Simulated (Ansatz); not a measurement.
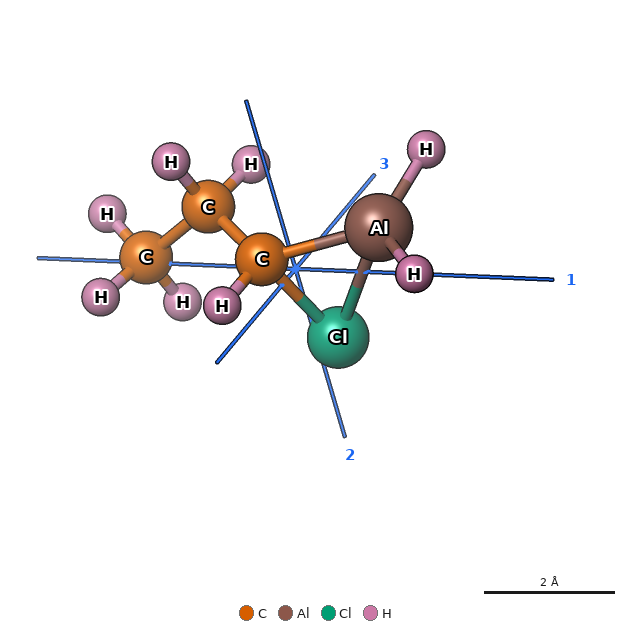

The three principal axes of inertia are drawn and numbered. Distant atoms are faded towards the background colour. Computed geometry: PBE-D4/def2-SVP optimisation. No frequency run is at hand to confirm it as a minimum. Masses are those of the most abundant isotopes; constants are for the rigid equilibrium geometry.

Q: Which line is the a axis (least moment of inertia), which b and which c?

A: a is line 1, b is line 2, c is line 3; the moments are 109, 249, 331 u Å².

Q: What kind of rotor is it, and what are its rotational constants in cm⁻¹?

A: An asymmetric top (C1): A = 0.154, B = 0.0676, C = 0.0509 cm⁻¹. Ray's parameter κ is −0.68, nearer the prolate limit.
